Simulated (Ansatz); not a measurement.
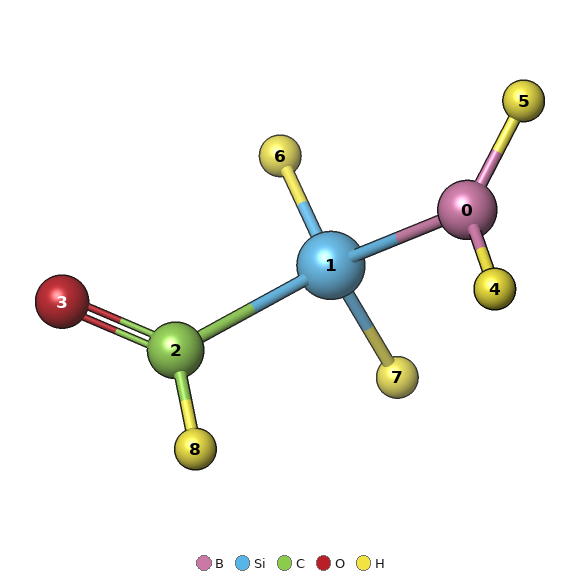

Starting geometry of the run. Atoms are numbered from 0, in the order of the input.

Input file:

```yaml
crystal:
  periodic: [false, false, false]
  atoms:
    - {symbol: B, position_ang: [-0.911011, 0.942471, 1.040160]}
    - {symbol: Si, position_ang: [0.666363, -0.064953, 0.319225]}
    - {symbol: C, position_ang: [0.188988, -0.784842, -1.410611]}
    - {symbol: O, position_ang: [0.700747, -0.435922, -2.441053]}
    - {symbol: H, position_ang: [-1.998770, 0.450691, 0.966617]}
    - {symbol: H, position_ang: [-0.817542, 2.017326, 1.551649]}
    - {symbol: H, position_ang: [1.942651, 0.681522, 0.195009]}
    - {symbol: H, position_ang: [0.850089, -1.252085, 1.208984]}
    - {symbol: H, position_ang: [-0.621516, -1.554209, -1.429990]}
basis:
  gaussian: {orbitals: def2-TZVPP}
hamiltonian: {xc: pbe0, dispersion: d4}
output: {orbitals: {seedname: orbitals}}
```

It was started with:

```sh
ansatz run in.yaml --threads 2 --pin off --events-out ev --progress --plain --max-ram 4352MiB
```

Output:

```
Functional definition: PBE0
  name "PBE0"
  cite "Adamo & Barone, J. Chem. Phys. 110, 6158 (1999) doi:10.1063/1.478522"
  cite "Perdew, Burke & Ernzerhof, Phys. Rev. Lett. 77, 3865 (1996) doi:10.1103/PhysRevLett.77.3865"
  parent pbe
  parameter a = 0.25
  parameter kappa = 0.804
  parameter beta = 0.06672455060314922
  exchange = (1 - a)*pbe_x(kappa = kappa, mu = beta*pi^2/3) + a*exact_x
  correlation = pbe_c(beta = beta)
1086 factors; their error is unknown
mean field evaluation 1: about -11707.8053 eV, gradient 4.1e1 eV
mean field evaluation 2: about -11699.4977 eV, gradient 7.7e1 eV
mean field evaluation 4: about -11711.1249 eV, gradient 3.7e0 eV
mean field evaluation 8: about -11711.1743 eV, gradient 3.8e-1 eV
mean field evaluation 16: about -11711.1745 eV, gradient 3.4e-5 eV
mean field -11711.17451315 eV, -430.3777252392 hartree, gradient 3.4e-5 eV, S^2 0.000000; 0 other end points of the search recorded, 0 dependent functions left out
reference -11711.17454743 eV, -430.3777264988 hartree; 19, 19 occupied and 186, 186 virtual orbitals, 1086 factors
Total energy: -11711.30467674 eV, -430.3825086629 hartree
```
